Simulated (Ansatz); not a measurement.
## Fields on a plane of NaH (rock salt)

```xyz
2
Lattice="0.0000 2.3973 2.3973 2.3973 0.0000 2.3973 2.3973 2.3973 0.0000" Properties=species:S:1:pos:R:3 pbc="T T T"
Na     0.0000     0.0000     0.0000
H      2.3973     2.3973     2.3973
```

The slice is a {100} plane (indices of the conventional cell) through the point (0.000, 0.000, 0.000) (fractional), spanned by u = [100] and v = [0 1 -1] in vectors of this cell: u (3.39 Å) and v (3.39 Å, at 90° to u). It covers one period; positions are fractions (u, v).

Atoms on it: Na at (0.00, 0.00); H at (0.50, 0.50).

Computed with r2SCAN (plane waves to 500 eV, PAW, scalar-relativistic; Ansatz, a program for electronic structure). k mesh 12×12×12. Near the nuclei the fields are pseudised (PAW); where an atom keeps semicore shells as valence, they peak there. NaH was relaxed with its symmetry unable to fall.

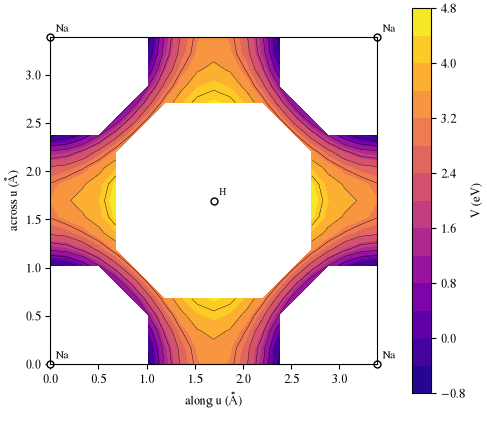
*Electrostatic potential energy of an electron, from the cell's mean, in eV, one period of the plane, atoms marked. Points within 1 Å of a nucleus are left white, as the pseudised field means little there. The zero, the cell's mean, hangs on the PAW cores.*

```
|xxxxxx665522000000000000000000225566xxxx|
|xxxxxx664400000000112211000000004466xxxx|
|6666664411000000225566552200000011446666|
|5555441100000022779999997722000000114455|
|2222000000002277999999999977220000000022|
|0000000000227799999999999999772200000000|
|0000000022779999999999999999997722000000|
|0000002277999999xxxxxxxxxx99999977220000|
|0000115599999999xxxxxxxxxx99999999551100|
|0000226699999999xxxxxxxxxx99999999662200|
|0000115599999999xxxxxxxxxx99999999551100|
|0000002277999999xxxxxxxxxx99999977220000|
|0000000022779999999999999999997722000000|
|0000000000227799999999999999772200000000|
|2222000000002277999999999977220000000022|
|5555441100000022779999997722000000114455|
|6666664411000000225566552200000011446666|
|xxxxxx664400000000112211000000004466xxxx|
|xxxxxx665522000000000000000000225566xxxx|
|xxxxxx665522000000000000000000225566xxxx|
```
Scale: ten equal steps from 0.01 (start of '0') to 1.00 (end of '9'), in the order '0123456789'. Values: electron localisation function (ELF). The map has 20 points along u (two characters each, u = 0 at the left) and 20 along v (v = 0 in the bottom row). Points within 0.5 Å of a nucleus are blanked (x), as the pseudised field means little there.

The density on the Na–H line (2.40 Å) at its density minimum, 1.1 Å from Na is 0.08 e/Å³ and the ELF at that point is 0.0. Character of the Na–H contact (rough rule: ELF there above 0.7 covalent, below 0.2 ionic, polar between): closed-shell (ionic).
